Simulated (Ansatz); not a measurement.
# 1T-CrSSe monolayer in a perpendicular field, part 2 of 3

Wanted: the out-of-plane response of the 1T-CrSSe monolayer. A positive field points along +c.

Ansatz 0.2.0; plane-wave DFT, PBE-D3(BJ), Ansatz PAW.

So far. Step 2 (Relaxing the slab): The lattice constant a goes from 3.125 to 3.336 Å.

### Step 3. Single point, field 0

A sawtooth potential applies the field, turning back in the middle of the vacuum. With the dipole correction the typed value is the field outside the slab. The induced dipole is small, so the SCF threshold is tight.

The cell differs from the one that the last finished run ended in (c 37.248 → 20.876 Å).

The input, input.yaml:

```yaml
crystal:
  lattice:
    - [3.3363126583, 0.0, 0.0]
    - [-1.6681563292, 2.8893315171, 0.0]
    - [0.0, 0.0, 20.8760367338]
  atoms:
    - { symbol: Se, position: [0.6666666667, 0.3333333333, 0.4311163136], spin: -0.17 }
    - { symbol: Cr, position: [0.0, 0.0, 0.5084487929], spin: 2.17 }
    - { symbol: S, position: [0.3333333333, 0.6666666667, 0.5688836864], spin: -0.1 }
magnetization:
  spin_polarized: true
kpoints:
  mp_grid: { grid: [18, 18, 1] }
  band_path:
    path: [[0, 0, 0], [0.5, 0, 0], [0.33333333, 0.33333333, 0], [0, 0, 0]]
    npoints: 16
hamiltonian:
  xc: pbe
  dispersion: d3bj
scf:
  occupations: { method: fermi_dirac, width: 0.02585 }
  convergence: { dr2_threshold: 1.0e-10 }
efield:
  axis: 3
  dipole_correction: true
  ramp_position: 0.97
  ramp_width: 0.06
  amplitude: 0
output:
  dos: { projected: true, e_range: [-6, 5] }
  write_potential: true
  write_density: true
  volumetric_format: npy
  elf: true
```

Started as:

```console
$ ansatz run input.yaml --threads 2 --pin off --max-ram 3072MiB --backend cpu --events-out ev --progress --plain --runs-dir out
```

Numbers of over 12 decimals in the logs are rounded to 6 here.

Output:

```text
[...]
Crystal: 3 atoms, lattice volume = 201.239 Å³
Basis set: ecut = 420 eV, 4005 PW (Γ)
Bands: 24, of which v1, the nominal top of the filled ones, is band 18 counted from 1 (17 counted from 0)
Symmetry: 6 space group operations
k-points: 37 of 324 (time reversal used)
[...]
Starting moments: Σ|m| = 2.44 μB on 3 of 3 sites
[...]
SCF iter   1: F=—  HF=-9751.181982 eV  |F-HF|=—  |Δ(HF+E_count)|=         —  Δρ=3.88e-2 (↑3.88e-2 ↓1.59e-2)  dr2=5.80e0  dr2_m=3.63e-1  M=1.163 μB ∫|m|=1.524 μB  β_m=0.77  ethr=3.10e-3  p=0.000 e·Å  D=1.03e-6 V/Å  ΔV_dip=-0.00 eV  dr2_dipole=9.46e-3  V_vac-E_F(+/−)=4.90/4.90 eV  ⟨swp⟩=10.1  Hψ=10331  notcnv=0
[...]
efield: sawtooth ramp at fractional position 0.9700 (set: `efield.ramp_position`, or a place that a band, a saddle search or an elastic batch's reference lends), width 0.0600; the density the first Hamiltonian is built on has a dipole p = 0.000 e·Å; the dipole correction subtracts the counter field D = 1.03e-6 V/Å, which shifts the + side's vacuum level by -0.00 eV against the − side's; the planar-averaged density in the ramp window peaks in size at 6.5e-6 e/Å³
[...]
SCF iter   2: F=—  HF=-9750.623670 eV  |F-HF|=—  |Δ(HF+E_count)|=   5.58e-1  Δρ=2.20e-2 (↑7.42e-3 ↓2.20e-2)  dr2=1.61e0  dr2_m=1.80e-1  M=1.718 μB ∫|m|=2.080 μB  β_m=0.34  ethr=3.10e-3  p=0.002 e·Å  D=1.54e-3 V/Å  ΔV_dip=-0.03 eV  dr2_dipole=5.46e-3  V_vac-E_F(+/−)=4.89/4.93 eV  ⟨swp⟩=2.5  Hψ=3675  notcnv=0  defer=70
density mixer auto → msr1: a metal under ldos (density of states about μ 1.45 of a free-electron gas's, 12 screened modes)
SCF iter   3: F=—  HF=-9750.939855 eV  |F-HF|=—  |Δ(HF+E_count)|=   3.16e-1  Δρ=2.14e-2 (↑1.43e-2 ↓2.14e-2)  dr2=3.21e-1  dr2_m=5.59e-1  M=2.090 μB ∫|m|=2.568 μB  β_m=0.31  ethr=3.10e-3  p=0.002 e·Å  D=1.37e-3 V/Å  ΔV_dip=-0.03 eV  dr2_dipole=2.96e-3  V_vac-E_F(+/−)=5.06/5.09 eV  ⟨swp⟩=2.2  Hψ=2807  notcnv=0  defer=70
[...]
SCF iter  14: F=-9751.177511 eV  HF=-9751.177511 eV  |F-HF|=1.09e-11  |Δ(HF+E_count)|=  1.46e-11  Δρ=1.85e-8 (↑1.85e-8 ↓1.00e-8)  dr2=1.50e-12  dr2_m=1.77e-13  M=2.160 μB ∫|m|=2.892 μB  ethr=1.00e-12  p=-0.013 e·Å  D=-1.15e-2 V/Å  ΔV_dip=0.24 eV  dr2_dipole=1.42e-14  V_vac-E_F(+/−)=5.70/5.46 eV  ⟨swp⟩=6.1  Hψ=6067  notcnv=0
SCF 1 converged in 14 iterations: F = -9751.177511 eV  dr2 = 1.50e-12
[...]
NSCF: frozen V_eff on 49 k-points
efield: sawtooth ramp at fractional position 0.9700 (kept from the solve that this one continues, or follows in the run), width 0.0600; the density the first Hamiltonian is built on has a dipole p = -0.013 e·Å; the dipole correction subtracts the counter field D = -1.15e-2 V/Å, which shifts the + side's vacuum level by +0.24 eV against the − side's; the planar-averaged density in the ramp window peaks in size at 6.3e-6 e/Å³
SCF converged after 14 iterations
Magnetization: 2.1596 μB (19.0798 up, 16.9202 down)
Absolute magnetization: 2.8818 μB (∫|ρ↑−ρ↓|, with the PAW one-centre terms)
[...]
Per-site moments (μB) at R_I (Å): [(-0.163647, 1.036730), (2.187369, 0.949831), (-0.092833, 0.949831)]
Free energy (F): -9751.177511 eV
[...]
Internal energy: -9751.172196 eV  (E = F + TS)
E sigma→0 (E₀):  -9751.174854 eV
Entropy (-TS):   -0.005315 eV (-1.772 meV/atom)
Fermi energy:    -1.376805 eV
Dipole field:    D = -0.011535 V/Å  (p = -0.012828 e·Å, saw-weighted, corrected)
Work function:   Φ+ = 5.7007 eV   Φ− = 5.4599 eV
Levels:          The Fermi level and band energies are counted from a zero that moves with the ramp; work functions are not
[...]
--- Band table (eV; the first three rows and the last of 74) ---
  k-point 0 ↑: bands = [... 14 lower, -3.0766, -2.6143, -2.6143, -1.7169, -0.4922, -0.4922, 1.7315, 1.7315, ... 2 higher]
  k-point 1 ↑: bands = [... 14 lower, -3.0109, -2.6584, -2.6529, -1.7720, -0.5946, -0.4928, 1.5115, 1.6859, ... 2 higher]
  k-point 2 ↑: bands = [... 14 lower, -2.9908, -2.7515, -2.7475, -1.9124, -0.7957, -0.5126, 1.0387, 1.5753, ... 2 higher]
  k-point 36 ↓: bands = [... 14 lower, -4.4129, -3.6367, -3.5917, 0.3921, 0.5786, 0.6610, 1.5006, 1.8874, ... 2 higher]
```

Wall time 33 s (2 threads of Arm Neoverse V2, shared host); peak memory 0.7 GiB.

In the SCF lines HF is the Harris–Foulkes energy and dr2 the Hartree energy of the density residual, in eV; the loop may stop once dr2 is under the threshold and the program's other checks hold. Hψ counts applications of the Hamiltonian.

Numbers from this step:

```
energy at zero smearing        : -9751.1749 eV
total moment                   : 2.160 μB
site moments                   : -0.1636, 2.187, -0.09283 μB
work function, upper face      : 5.701 eV
work function, lower face      : 5.460 eV
dipole along the normal        : -0.01283 e·Å
step between the vacuum levels : 0.2408 eV
```

Running mean over a fixed 2.8 Å (it still follows the layers) of the planar mean; the ramp of the sawtooth is left out. The electron's electrostatic potential energy less the Fermi level by z:

```
z (Å)  electron's electrostatic potential energy less the Fermi level (eV)
    3                                                                 5.46
    4                                                                 5.46
    5                                                                 5.46
    6                                                                 5.41
    7                                                                 4.43
    8                                                                 1.02
    9                                                                -2.87
   10                                                                -6.35
   11                                                                -7.14
   12                                                                -3.73
   13                                                                 1.35
   14                                                                 5.18
   15                                                                 5.68
   16                                                                 5.70
   17                                                                 5.70
```

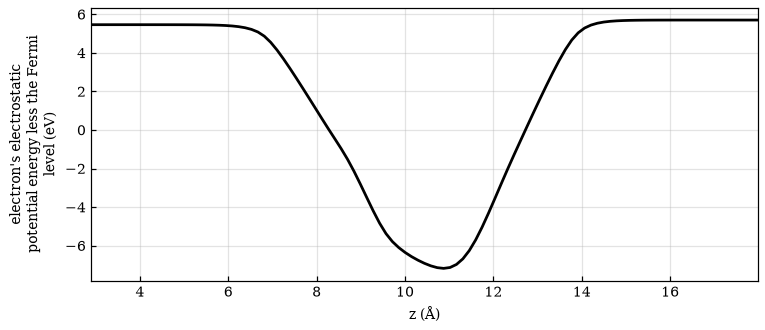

Electron's electrostatic potential energy less the Fermi level, plotted against z.

The density of states has structure finer than the step of the table below, so its rows give means over 0.25 eV, whole bins alone (the curve runs from -6 to 1.99 eV). Peaks (eV: height): total -4.510: 7.98, -4.350: 7.48, -3.130: 8.73, -2.420: 9.02, -0.380: 7.79, 1.860: 5.98, 1.940: 6.20; up -4.510: 5.97, -3.240: 3.17, -3.130: 7.02, -1.310: 3.26, -0.710: 4.77, -0.380: 7.54, -0.100: 4.84; down -4.350: 6.05, -3.770: 3.15, -2.550: 2.67, -2.420: 7.99, 1.310: 3.32, 1.860: 4.67, 1.940: 4.05.

Density of states against energy, zero at the Fermi level; means over each step; values in states/eV a cell:

```
energy (eV)  total      up    down
      -5.75  0.184   0.184       0
      -5.50  0.653   0.465   0.188
      -5.25  0.989   0.535   0.454
      -5.00   1.39   0.871   0.518
      -4.75   1.62   0.836   0.788
      -4.50   4.09    2.51    1.58
      -4.25   3.02   0.999    2.02
      -4.00   2.24    1.15    1.09
      -3.75   1.40   0.430   0.973
      -3.50   2.04    1.65   0.398
      -3.25   3.70    2.67    1.03
      -3.00   4.45    2.75    1.70
      -2.75   2.74   0.517    2.22
      -2.50   3.82    1.17    2.65
      -2.25   2.65    1.30    1.35
      -2.00   3.05    1.59    1.46
      -1.75   2.64    1.50    1.15
      -1.50   2.88    1.71    1.17
      -1.25   2.78    1.36    1.42
      -1.00   2.09   0.956    1.14
      -0.75   3.16    2.75   0.416
      -0.50   1.51    1.22   0.289
      -0.25   2.35    2.13   0.215
       0.00   2.75    2.58   0.164
       0.25   1.19    1.07   0.124
       0.50  0.925   0.851  0.0741
       0.75   1.22   0.658   0.559
       1.00  0.952  0.0208   0.931
       1.25   1.99       0    1.99
       1.50  0.817   0.137   0.680
       1.75   2.73    1.21    1.53
```

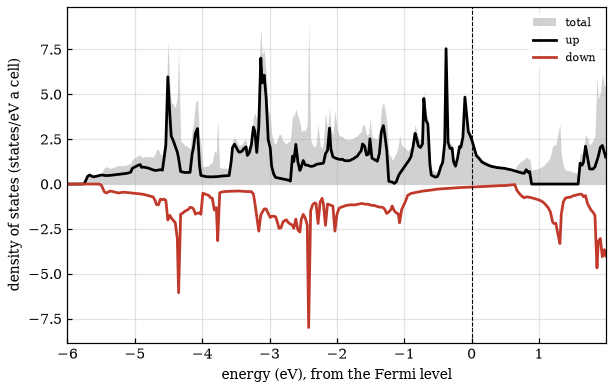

Density of states against energy. Down spins are drawn negative.

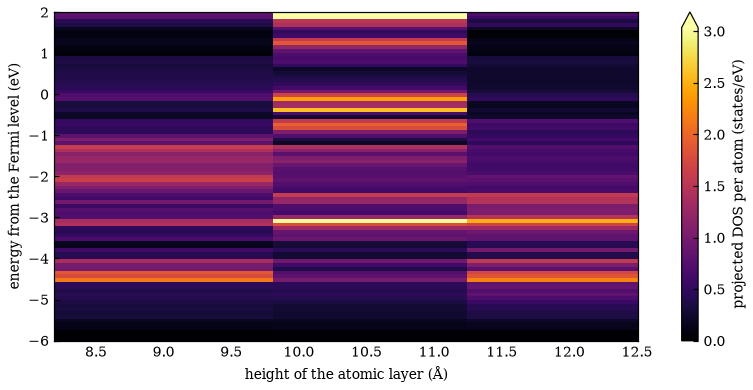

Projected DOS per atom over height of the atomic layer and energy from the Fermi level. Layers: Se Cr S from below.

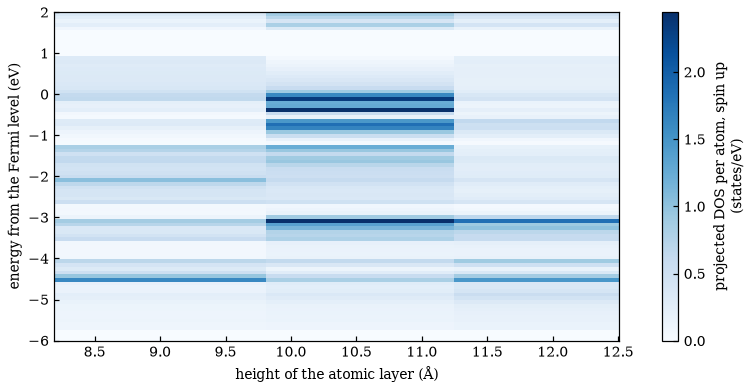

Projected DOS per atom, spin up over height of the atomic layer and energy from the Fermi level. Layers: Se Cr S from below.

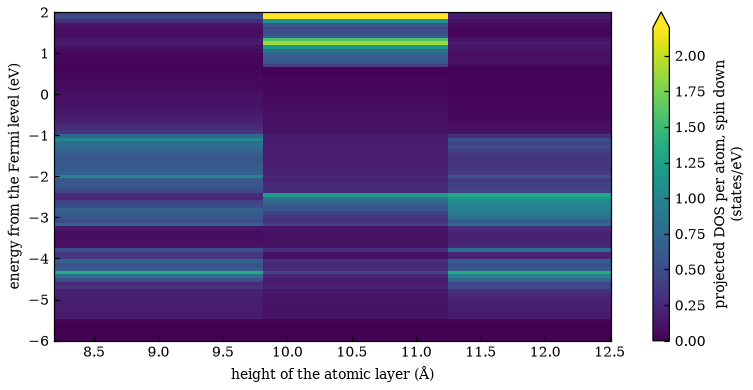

Projected DOS per atom, spin down over height of the atomic layer and energy from the Fermi level. Layers: Se Cr S from below.

Deep bands are left out, so band numbers here count from the lowest band kept and differ from the log's. The electronic bands at the labelled points (eV, zero at the Fermi level; # counts the bands kept):

```
point  up #6  up #7  up #8  up #9  down #5  down #6  down #7  down #8
    Γ  -1.24  -0.34   0.88   0.88     0.71     0.71     1.07     1.07
    M  -1.14  -1.08  -0.52  -0.22    -2.05    -1.07     0.65     2.02
    K  -2.54  -0.73  -0.26  -0.10    -2.26    -2.21     1.77     1.96
    Γ  -1.24  -0.34   0.88   0.88     0.71     0.71     1.07     1.07
```

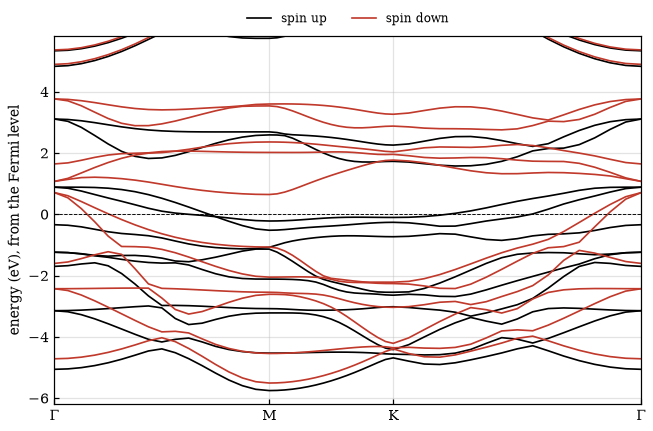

Electronic bands along the path; the two colours are the two spins.

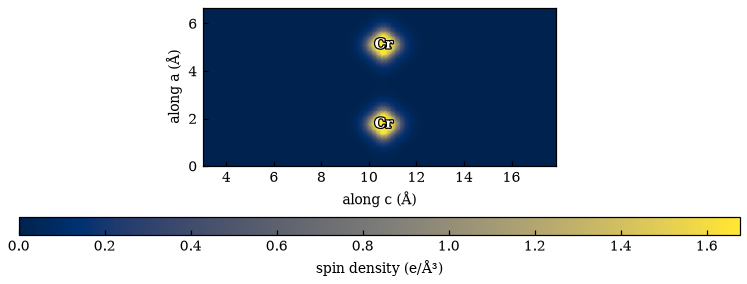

Spin density in the ca plane at fractional y = 0.000, with atoms of Cr within 0.2 Å of it. The map starts off the cell's origin, so that atoms lie inside it. The far vacuum is left out of the map.

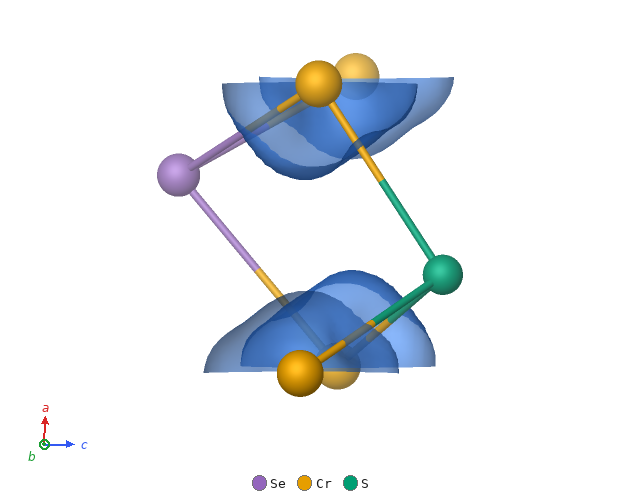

Surface of spin density = 0.15 e/Å³, which holds about 70 % of the integral of its size.

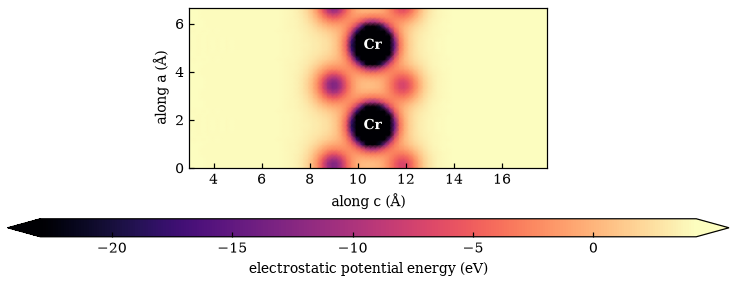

Electrostatic potential energy in the ca plane at fractional y = 0.000, with atoms of Cr within 0.2 Å of it. With pseudopotentials it is smooth inside the atoms' cores, unlike the true potential. The map starts off the cell's origin, so that atoms lie inside it. The far vacuum is left out of the map.

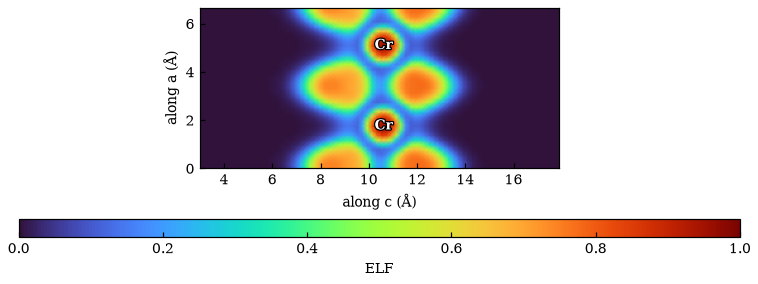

ELF in the ca plane at fractional y = 0.000, with atoms of Cr within 0.2 Å of it. It is the smooth field of the valence electrons, not physical close to the nuclei. The map starts off the cell's origin, so that atoms lie inside it. The far vacuum is left out of the map.

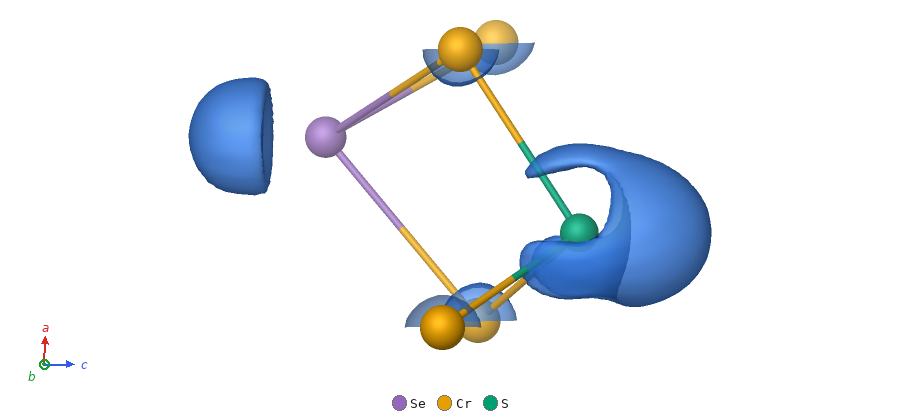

Surface of ELF = 0.85.

The work function of the upper face is 5.70 eV.

(Part 2 of 3 ends here.)

[Logs are printed without paths, hosts, clocks, repeated set-up lines and the standing remarks that a program may print on its own settings, such as how far it seeks lower states.]

[Hosts, paths, dates, database ids (printed as entryN), source tags and the programs' standing remarks are cut or masked in the printed files.]

[Maps of the electrostatic potential energy from Ansatz leave out the sawtooth potential of an applied field or a dipole correction, so their vacuum need not be flat; planar profiles and work functions include it.]
